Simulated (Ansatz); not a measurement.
GaHS···HF

Input

```
crystal:
  periodic: [false, false, false]
  atoms:
    - {symbol: Ga, position_ang: [-0.847806, 0.008734, -0.297048]}
    - {symbol: F, position_ang: [1.183224, 0.730984, 0.558499]}
    - {symbol: S, position_ang: [0.039987, -1.827347, -0.338256]}
    - {symbol: H, position_ang: [1.287044, -0.218436, 0.411112]}
    - {symbol: H, position_ang: [-1.662549, 1.306064, -0.334306]}
basis:
  gaussian: {orbitals: def2-TZVPP}
hamiltonian: {xc: pbe0, dispersion: d4}
output: {orbitals: {seedname: orbitals}}
```

Run with:

```sh
ansatz run in.yaml --threads 2 --pin off --events-out ev --progress --plain --max-ram 4352MiB
```

The product side of a reaction path; geometry: PBE0-D4/def2-TZVP.

These are results of Ansatz, RKS PBE0-D4/def2-TZVPP, not measurements.

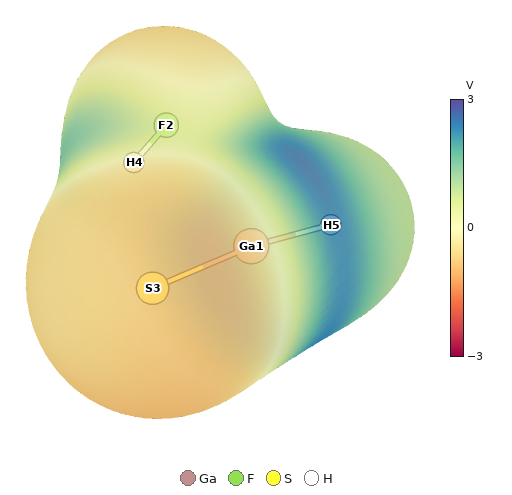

Figure 1. The molecular electrostatic potential painted on the density surface at 0.002 e/bohr³, seen at a tilt; red is negative and blue positive.

> Which sites attract a positive test charge, and which a negative one?

A positive charge is drawn to the negative regions and a negative charge to the positive ones. The most negative region (about −0.9 V) lies over S3, the most positive (about +2.5 V) over Ga1.

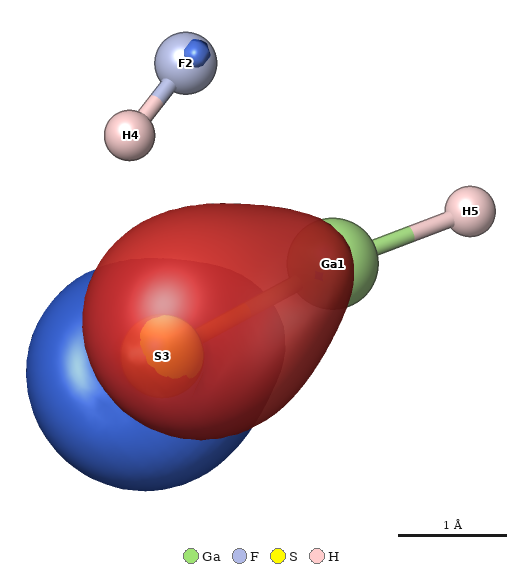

Figure 2. The HOMO at ±0.15 Å⁻³ᐟ² (blue and red are the two phases), seen at a tilt.

> Describe this orbital and give its energy.

By Hirshfeld shares it lies mainly on S3 (about 80 %) and Ga1 (about 20 %); it changes sign across the molecular plane (π type). Its energy is −7.32 eV.

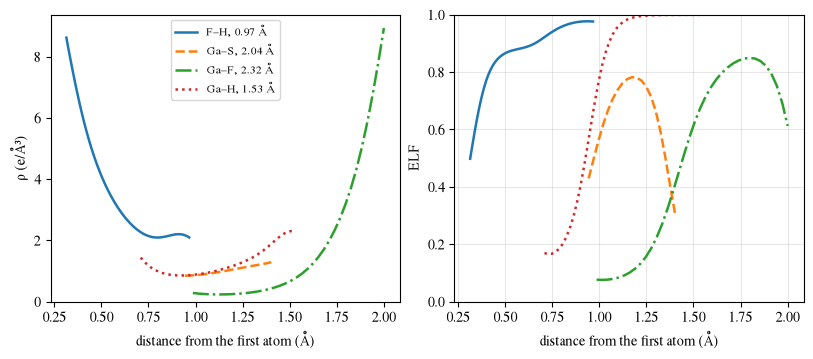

Figure 3. Electron density and electron localisation function along straight lines between neighbouring atoms. The curves leave out the atomic cores.

> What can be read from the curves?

F–H (0.97 Å): the density is about 4.4 e/Å³ at the midpoint; the ELF climbs to about 1 towards the hydrogen, as it does in any bond to H; an ordinary covalent bond to hydrogen.
Ga–S (2.04 Å): ρ at the midpoint is about 0.88 e/Å³; the ELF peaks at about 0.80 in the valence shell of S, 0.9 Å from its nucleus, and is about 0.60 at the midpoint.
Ga1···F2 (2.32 Å): the density falls to about 0.23 e/Å³ on the way; the ELF is about 0.10 at the midpoint.
Ga–H (1.53 Å): ρ is about 1.1 e/Å³ halfway; the ELF climbs to about 1 towards the hydrogen.
